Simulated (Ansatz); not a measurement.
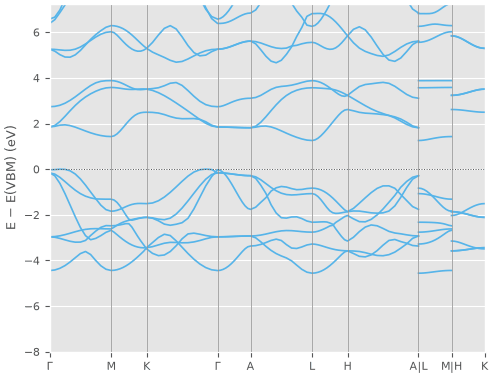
Band structure from the program Ansatz at the r²SCAN+D4 level (PAW)

**Question.** Read off the gap and where the band edges lie.

**Answer.** About 1.3 eV (1.26 eV by a search for the band edges); maximum on the K–Γ line, 83 % of the way from K, minimum at L.

The material is ZrS2 (CdI2 type, P-3m1).

The cell was relaxed with r²SCAN+D4 under the symmetry of its start. The run is not spin-polarised. Spin–orbit coupling is left out wherever it is not named.

Potentials: the later of the program's two PAW sets.
